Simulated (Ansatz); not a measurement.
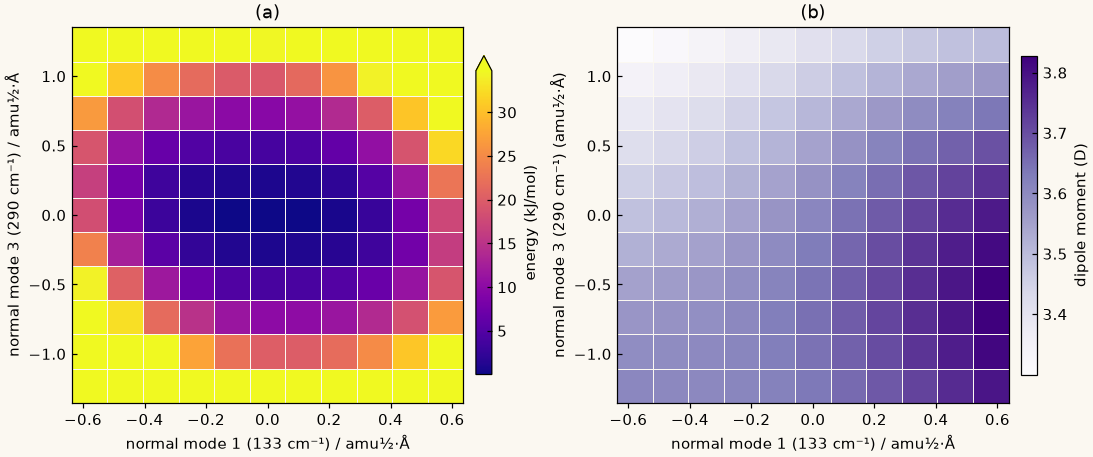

CH3O3S, SMILES [CH2]S(=O)(=O)O, spin multiplicity 2. 
- The first coordinate is: normal mode 1 (133 cm⁻¹); the second: normal mode 3 (290 cm⁻¹).
- Nothing is relaxed (straight displacements along the two mass-weighted modes).
- Grid: 11 × 11 points.
- Energies are in kJ/mol, from the relaxed molecule at the same level.
- Computed with UKS B3LYP-D4/def2-SVP in Ansatz 0.2.0.

Panel (a) is the energy; panel (b) is the computed dipole moment, in D.

In the figure: one coloured cell a grid point, one colour for all values above the top of the scale.

> How does the dipole moment vary over the map, and what is it at the lowest grid point?

Leaving out the highest fifth of the energies, it runs from 3.36 D at normal mode 1 (133 cm⁻¹) = −0.463 amu½·Å, normal mode 3 (290 cm⁻¹) = 0.983 amu½·Å to 3.83 D at normal mode 1 (133 cm⁻¹) = 0.579 amu½·Å, normal mode 3 (290 cm⁻¹) = −0.737 amu½·Å. At the lowest grid point, normal mode 1 (133 cm⁻¹) = 0.000 amu½·Å, normal mode 3 (290 cm⁻¹) = 0.000 amu½·Å, it is 3.61 D.

| normal mode 3 (290 cm⁻¹) ↓, normal mode 1 (133 cm⁻¹) → | −0.579 | −0.463 | −0.347 | −0.232 | −0.116 | 0.000 | 0.116 | 0.232 | 0.347 | 0.463 | 0.579 |
| --- | --- | --- | --- | --- | --- | --- | --- | --- | --- | --- | --- |
| 1.228 | 3.30 | 3.32 | 3.34 | 3.36 | 3.39 | 3.41 | 3.43 | 3.46 | 3.47 | 3.49 | 3.50 |
| 0.983 | 3.34 | 3.36 | 3.38 | 3.41 | 3.43 | 3.46 | 3.49 | 3.52 | 3.54 | 3.56 | 3.57 |
| 0.737 | 3.38 | 3.40 | 3.42 | 3.45 | 3.48 | 3.51 | 3.54 | 3.57 | 3.60 | 3.62 | 3.64 |
| 0.491 | 3.42 | 3.44 | 3.46 | 3.49 | 3.52 | 3.55 | 3.58 | 3.61 | 3.65 | 3.67 | 3.70 |
| 0.246 | 3.46 | 3.47 | 3.49 | 3.52 | 3.55 | 3.58 | 3.62 | 3.65 | 3.69 | 3.72 | 3.75 |
| 0.000 | 3.49 | 3.51 | 3.52 | 3.55 | 3.58 | 3.61 | 3.64 | 3.68 | 3.72 | 3.75 | 3.78 |
| −0.246 | 3.52 | 3.53 | 3.55 | 3.57 | 3.60 | 3.63 | 3.66 | 3.70 | 3.74 | 3.78 | 3.81 |
| −0.491 | 3.55 | 3.56 | 3.57 | 3.59 | 3.61 | 3.64 | 3.68 | 3.71 | 3.75 | 3.79 | 3.83 |
| −0.737 | 3.58 | 3.58 | 3.59 | 3.60 | 3.62 | 3.65 | 3.68 | 3.71 | 3.75 | 3.79 | 3.83 |
| −0.983 | 3.59 | 3.60 | 3.60 | 3.61 | 3.63 | 3.65 | 3.67 | 3.70 | 3.74 | 3.78 | 3.82 |
| −1.228 | 3.61 | 3.60 | 3.61 | 3.61 | 3.62 | 3.64 | 3.66 | 3.69 | 3.72 | 3.75 | 3.79 |
